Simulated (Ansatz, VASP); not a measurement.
## Ir in two plane-wave programs

Wanted: the spread between two codes on one cell, functional and k mesh.

Method: plane waves, with VASP 6.6.1 beside it; single point at PBEsol, in Ansatz 0.2.0.

### 1. The starting structure

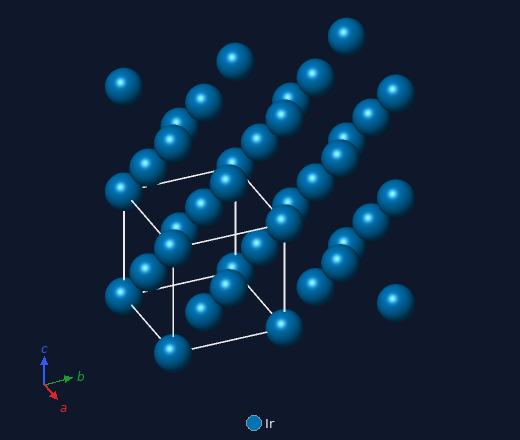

Start, viewed from a free direction; iridium blue. 1×2×2 cells are drawn. This picture shows the conventional cell, with its axes. Some periodic images of atoms are drawn too.

Coordinates:

```
Ir
1.0
     0.00000    1.91695    1.91695
     1.91695    0.00000    1.91695
     1.91695    1.91695    0.00000
Ir
1
Cartesian
  0.0000 0.0000 0.0000
```

### 2. VASP: single point, PBEsol

With cell and atoms fixed, the geometry can't cause a difference; cores, projectors, grids and the points listed under the comparison can.

Lines of VASP's logs that name or quote its potential files are left out, and so is its time.

File INCAR:

```
SYSTEM = Ir
PREC = Accurate
ENCUT = 450
EDIFF = 1E-08
NELM = 100
ISMEAR = -1
SIGMA = 0.025
LREAL = .FALSE.
ALGO = Normal
GGA = PS
NBANDS = 12
LASPH = .TRUE.
LORBIT = 11
LWAVE = .FALSE.
LCHARG = .FALSE.
KPAR = 2
ISIF = 2
```

File POSCAR:

```
Ir
1.0
    0.0000000000      1.9169534102      1.9169534102
    1.9169534102      0.0000000000      1.9169534102
    1.9169534102      1.9169534102      0.0000000000
Ir
1
Direct
    0.0000000000      0.0000000000      0.0000000000
```

File KPOINTS:

```
Automatic mesh
0
Gamma
34 34 34
0 0 0
```

The projector-augmented-wave data sets are Ir (PBE family, release 64).

Command:

```
mpirun -np 2 vasp_std
```

Numbers of over 12 decimals in the logs are rounded to 6 here.

Log:

```text
[banner, memory and clock lines left out]
running    2 mpi-ranks, on    1 nodes
 distrk:  each k-point on    1 cores,    2 groups
 distr:  one band on    1 cores,    1 groups

 POSCAR found type information on POSCAR Ir
 POSCAR found :  1 types and       1 ions
|                                                                             |
|               ----> ADVICE to this user running VASP <----                  |
|                                                                             |
|     You enforced a specific xc type in the INCAR file but a different       |
|     [... a line on the potential file left out ...]
|     I HOPE YOU KNOW WHAT YOU ARE DOING!                                     |
|                                                                             |

 LDA part: xc-table for (Slater+PW92), standard interpolation
 POSCAR, INCAR and KPOINTS ok, starting setup
 FFT: planning ... GRIDC
 FFT: planning ... GRID_SOFT
 FFT: planning ... GRID
 WAVECAR not read
 entering main loop
       N       E                     dE             d eps       ncg     rms          rms(c)
DAV:   1     0.448298115039E+02    0.44830E+02   -0.38637E+03 25832   0.603E+02
DAV:   2    -0.949336012702E+01   -0.54323E+02   -0.50917E+02 27596   0.173E+02
DAV:   3    -0.104464706739E+02   -0.95311E+00   -0.94995E+00 31272   0.257E+01
DAV:   4    -0.104542950106E+02   -0.78243E-02   -0.78228E-02 32008   0.224E+00
DAV:   5    -0.104544342866E+02   -0.13928E-03   -0.13927E-03 33368   0.285E-01    0.159E+01
DAV:   6    -0.992396757591E+01    0.53047E+00   -0.79884E-01 31556   0.972E+00    0.627E+00
DAV:   7    -0.982825950613E+01    0.95708E-01   -0.24952E-01 36992   0.486E+00    0.147E+00
DAV:   8    -0.982617181066E+01    0.20877E-02   -0.19829E-03 29836   0.409E-01    0.122E+00
DAV:   9    -0.982111812981E+01    0.50537E-02   -0.22057E-03 30892   0.598E-01    0.458E-02
DAV:  10    -0.982110237566E+01    0.15754E-04   -0.23702E-05 38388   0.477E-02    0.154E-02
DAV:  11    -0.982110425952E+01   -0.18839E-05   -0.12708E-06 32868   0.693E-03    0.196E-03
DAV:  12    -0.982110429144E+01   -0.31920E-07   -0.24088E-08 35728   0.140E-03    0.139E-03
DAV:  13    -0.982110431902E+01   -0.27585E-07   -0.13455E-09 22936   0.225E-04    0.606E-05
DAV:  14    -0.982110432101E+01   -0.19917E-08   -0.58869E-11 18260   0.766E-05
   1 F= -.98211043E+01 E0= -.98203039E+01  d E =-.160087E-02
```

Parts of OUTCAR (step 2):

```text
ion  position               nearest neighbor table
   1  0.000  0.000  0.000-

  LATTYP: Found a face centered cubic cell.
 ALAT       =     3.8339068204

 Subroutine GETGRP returns: Found 48 space group operations
 (whereof 48 operations were pure point group operations)

The static configuration has the point symmetry O_h .

 Found   1059 irreducible k-points:

   k-points           NKPTS =   1059   k-points in BZ     NKDIM =   1059   number of bands    NBANDS=     12

   dimension x,y,z NGX =    20 NGY =   20 NGZ =   20
   dimension x,y,z NGXF=    40 NGYF=   40 NGZF=   40

   ENCUT  =  450.0 eV  33.07 Ry    5.75 a.u.   4.69  4.69  4.69*2*pi/ulx,y,z

   NELECT =       9.0000    total number of electrons

 k-points in reciprocal lattice and weights: Automatic mesh
   0.00000000  0.00000000  0.00000000       0.000
   0.02941176  0.00000000  0.00000000       0.000
   0.05882353  0.00000000  0.00000000       0.000
   0.08823529  0.00000000  0.00000000       0.000
   0.11764706  0.00000000  0.00000000       0.000
   0.14705882  0.00000000  0.00000000       0.000
   0.17647059  0.00000000  0.00000000       0.000
   0.20588235  0.00000000  0.00000000       0.000
   0.23529412  0.00000000  0.00000000       0.000
[...]
-0.26470588  0.47058824  0.23529412       0.001
  -0.26470588  0.50000000  0.23529412       0.000

 average (electrostatic) potential at core
       1 -48.5392

 E-fermi :  10.3008

 k-point     1 :       0.0000    0.0000    0.0000
  band No.  band energies     occupation
    ...
      2       6.3896      2.00000
      3       6.3896      2.00000
      4       6.3896      2.00000
      5       9.1224      2.00000
      6       9.1224      2.00000
      7      24.6299      0.00000
      8      30.2272      0.00000
      9      30.2272      0.00000
     10      30.2272      0.00000
     11      35.0719      0.00000
    ...

 k-point     2 :       0.0294    0.0000    0.0000
  band No.  band energies     occupation
    ...
      2       6.3681      2.00000
      3       6.4069      2.00000
      4       6.4069      2.00000
      5       9.1107      2.00000
      6       9.1107      2.00000
      7      24.6983      0.00000
      8      29.9895      0.00000
      9      30.2915      0.00000
     10      30.2915      0.00000
     11      35.3468      0.00000
    ...

 k-point     3 :       0.0588    0.0000    0.0000
  band No.  band energies     occupation
    ...
      2       6.3061      2.00000
      3       6.4573      2.00000
      4       6.4573      2.00000
      5       9.0782      2.00000
      6       9.0782      2.00000
      7      24.8991      0.00000
      8      29.3981      0.00000
      9      30.4828      0.00000
     10      30.4828      0.00000
     11      36.0330      0.00000
    ...

  Total       -0.0159832     -0.0159832     -0.0159832      0.0000000      0.0000000      0.0000000
  in kB       -1.8176512     -1.8176512     -1.8176512      0.0000000      0.0000000      0.0000000
  external PRESSURE =      -1.8176512 kB  Pullay stress =       0.0000000 kB

  energy-cutoff  :      450.00
  volume of cell :       14.09
      direct lattice vectors                 reciprocal lattice vectors
     0.000000000  1.916953410  1.916953410    -0.260830544  0.260830544  0.260830544
     1.916953410  0.000000000  1.916953410     0.260830544 -0.260830544  0.260830544
     1.916953410  1.916953410  0.000000000     0.260830544  0.260830544 -0.260830544

 POSITION                                       TOTAL-FORCE (eV/Angst)
 -----------------------------------------------------------------------------------
      0.00000      0.00000      0.00000         0.000000      0.000000      0.000000
 -----------------------------------------------------------------------------------
    total drift:                                0.000000      0.000000     -0.000000

  FREE ENERGIE OF THE ION-ELECTRON SYSTEM (eV)
  ---------------------------------------------------
  free  energy   TOTEN  =        -9.8211043210 eV

  energy  without entropy=       -9.8195034517  energy(sigma->0) =       -9.82030389

 total charge
# of ion       s       p       d       tot
------------------------------------------
    1        0.674   0.746   6.978   8.398

[... 3 further parts left out ...]
```

The run ends at a pressure of -0.18 GPa.

### 3. Ansatz: single point, PBEsol

Ansatz runs on its default PAW (the set named soft_2) files.

The same cell, functional, mesh and smearing now go to Ansatz, which takes its cutoff from its data sets.

File input.yaml:

```yaml
crystal:
  lattice:
    - [0.0, 1.9169534102, 1.9169534102]
    - [1.9169534102, 0.0, 1.9169534102]
    - [1.9169534102, 1.9169534102, 0.0]
  atoms:
    - { symbol: Ir, position: [0.0, 0.0, 0.0] }
hamiltonian:
  xc: pbesol
  pseudopotentials: { kind: paw }
kpoints:
  mp_grid: { grid: [34, 34, 34] }
scf:
  occupations: { method: fermi_dirac, width: 0.025 }
  n_extra_bands: 4
output:
  forces: true
  stress: true
  eigenvalues: true
```

Command:

```
ansatz run input.yaml --threads 2 --pin off --max-ram 4608MiB --backend cpu --events-out ev --progress --plain --runs-dir out
```

Log:

```text
scf.n_extra_bands = 4 over 9 filled bands (N_el = 17.0): the run solves 13 bands
Engine: ansatz 0.2.0, aarch64-unknown-linux-gnu
Pseudopotentials: kind: paw
Pseudopotential: Ir, paw, valence charge 17, recommended cutoff 420 eV (normal), Ir.paw.azcp
Functional definition: PBEsol
  exchange = pbesol_x
  correlation = pbesol_c
Crystal: 1 atoms, lattice volume = 14.088 Å³
Basis set: ecut = 420 eV, 283 PW (Γ), exchange–correlation on 40×40×40 points (8 copies of the dense FFT grid, shifted against one another)
Bands: 13, of which v1, the nominal top of the filled ones, is band 9 counted from 1 (8 counted from 0)
Symmetry: 48 space group operations
Space group: Fm-3m (ITA 225), of the structure as read, at distance tolerance 2.4e-5 Å
k-points: 1059 of 39304
Non-local potential: Ir, projectors of the file, l = 0: 3, l = 1: 2, l = 2: 2, l = 3: 1
PAW form: soft (Blöchl's): semilocal exchange-correlation on the pseudo side does not see the compensation charge
PAW frozen core: Ir, regenerated for the run's functional, and the local potential with it (the file was generated under x = pbe(κ = 0.804, μ = 0.219515), c = pbe(β = 0.066725))
PAW one-centre angular grid: Ir, 590 points (default); XC on 64 Gauss nodes
Initial density: superposition of atomic densities (neutral atoms: chi_scale 0, normalization atom), corrected by the library's trained network
Initial wavefunctions: pseudopotential atomic-orbital guess
Functional: x = pbesol(κ = 0.804, μ = 0.123457), c = pbesol(β = 0.046)
SCF iter   1: F=—  HF=-11799.036291 eV  |F-HF|=—  |Δ(HF+E_count)|=         —  Δρ=5.75e-3  dr2=2.01e-3  ethr=1.77e-3  ⟨swp⟩=5.6  Hψ=71653  notcnv=0
preconditioner: auto → none  [metal: Δε(μ)=0.003 eV  Ē_g=14.265 eV  σ=0.025 eV  W_gap=0.03  n_scr=0 (ndim 8)  ℏωp=29.7 eV  f_vac=0.000  D(μ)=0.75/eV (n_scr^D=8)]
SCF iter   2: F=—  HF=-11799.035850 eV  |F-HF|=—  |Δ(HF+E_count)|=   4.41e-4  Δρ=2.38e-3  dr2=1.21e-4  ethr=1.18e-5  ⟨swp⟩=2.4  Hψ=31899  notcnv=0  defer=356
SCF iter   3: F=—  HF=-11799.035970 eV  |F-HF|=—  |Δ(HF+E_count)|=   1.20e-4  Δρ=1.04e-3  dr2=2.27e-5  ethr=7.14e-7  ⟨swp⟩=1.1  Hψ=13656  notcnv=0  defer=356
SCF iter   4: F=—  HF=-11799.035999 eV  |F-HF|=—  |Δ(HF+E_count)|=   2.90e-5  Δρ=4.57e-5  dr2=1.02e-7  ethr=1.33e-7  ⟨swp⟩=2.1  Hψ=18065  notcnv=0  defer=356
iter 5 did not close the SCF: its close was put off for the readings that it lacked (scf_convergence_deferred on its scf_iter line)
SCF iter   5: F=-11799.035999 eV  HF=-11799.035999 eV  |F-HF|=5.39e-9  |Δ(HF+E_count)|=   2.35e-8  Δρ=7.51e-6  dr2=7.19e-9  ethr=6.01e-10  ⟨swp⟩=2.2  Hψ=18676  notcnv=0  defer=356
SCF iter   6: F=-11799.035999 eV  HF=-11799.035999 eV  |F-HF|=1.09e-10  |Δ(HF+E_count)|=   2.41e-9  Δρ=1.14e-6  dr2=1.53e-10  ethr=4.23e-11  ⟨swp⟩=2.8  Hψ=44787  notcnv=0
SCF 1 converged in 6 iterations: F = -11799.035999 eV  dr2 = 1.53e-10
  greatest PAW one-centre occupation: 1.000 electrons in one spin orbital (limit 2), on the Ir atom at site 0 (counted from 0), in its partial waves of l = 0
SCF converged after 6 iterations
Free energy (F): -11799.035999 eV
Harris-Foulkes:  -11799.035999 eV  (|F-HF|=1.09e-10)
Internal energy: -11799.034417 eV  (E = F + TS)
E sigma→0 (E₀):  -11799.035208 eV
Entropy (-TS):   -0.001582 eV (-1.582 meV/atom)
Fermi energy:    25.770961 eV
--- Per-component energies (eV) ---
  E_band       = -83.534556
  E_kinetic    = 623.342337
  E_local      = -1061.255500  (includes V_loc(G=0)·N_el)
  E_nonlocal   = 75.788538
  E_hartree    = 406.467223
  E_xc         = -266.628055
  E_vxc        = -299.866602  (∫ρ·V_xc dr)
  E_paw        = -9088.704963  (= ΣΔE_a)
  E_vpaw       = -234.478298  (= ΣTr[D̂ρ^β])
  E_aug_tail   = 0.000053  (compensation charges beyond the density's cutoff)
  E_ewald      = -2488.309335
  E_core_change = 0.265285  (= ΣΔE_core)
  E_smearing   = -0.001582  (= −TS)
  E_closure    = -0.000000  (closes the sum)
  Σ components = -11799.035999   (vs F -11799.035999, Δ=0.00e0)
--- Forces (eV/Å), atoms counted from 1 ---
  atom   1  Ir    -0.00000000    -0.00000000    -0.00000000
  max |Σ_I F_I| component: 6.57e-32 eV/Å
--- Stress (GPa, compression-positive) ---
       -1.131053      -0.000000       0.000000
        0.000000      -1.131053      -0.000000
       -0.000000      -0.000000      -1.131053
  P = ⅓ Tr σ = -1.1311 GPa (-11.311 kbar)
--- Band table (eV; the first three rows and the last of 1059) ---
  k-point 0: bands = [... 5 lower, 21.8587, 21.8587, 21.8587, 24.5934, 24.5934, 39.3444, 44.8672, 44.8672]
  k-point 1: bands = [... 5 lower, 21.8369, 21.8760, 21.8760, 24.5815, 24.5815, 39.4133, 44.6651, 44.9326]
  k-point 2: bands = [... 5 lower, 21.7741, 21.9261, 21.9261, 24.5484, 24.5484, 39.6156, 44.1466, 45.1273]
  k-point 1058: bands = [... 5 lower, 20.5818, 21.1458, 23.9873, 27.2992, 33.9331, 34.4644, 35.1440, 39.1086]
```

Elapsed: 7.7 s, on 2 threads of Arm Neoverse N1, shared host; peak memory 0.46 GiB; 15 s of CPU time.

In the SCF lines HF is the Harris–Foulkes energy and dr2 the Hartree energy of the density residual, in eV; the loop may stop once dr2 is under the threshold and the program's other checks hold. Hψ counts applications of the Hamiltonian.

The run ends at a pressure of -1.13 GPa.

### 4. Differences

Known differences besides the PAW data sets themselves: the data sets hold 17 valence electrons in Ansatz (default PAW (the set named soft_2) files) and 9 in VASP; the cutoff is 420 eV in Ansatz and 450 eV in VASP; Ansatz makes its cores anew for this functional, VASP keeps those of its PBE data sets. Total energies have different zeros and are not compared.

The two programs side by side:

```tsv
quantity	Ansatz	VASP	difference
pressure (GPa)	-1.13	-0.18	-0.95
```

Ansatz's pressure holds a Pulay correction of 0.07 GPa; VASP's holds none.

### 5. Summary of results

- difference in pressure (single point, PBEsol): -0.95 GPa

The difference in pressure is -0.95 GPa (single point, PBEsol), within the 1 GPa picked in this series as the mark of a large difference. How closely two codes agree says nothing of how well the functional describes the real material.

[Lines on the potential files, build, host, timing and source positions are cut from VASP's logs without a mark.]

[Logs are printed without paths, hosts, clocks, repeated set-up lines and the standing remarks that a program may print on its own settings, such as how far it seeks lower states.]

[Hosts, paths, dates, database ids (printed as entryN), source tags and the programs' standing remarks are cut or masked in the printed files.]
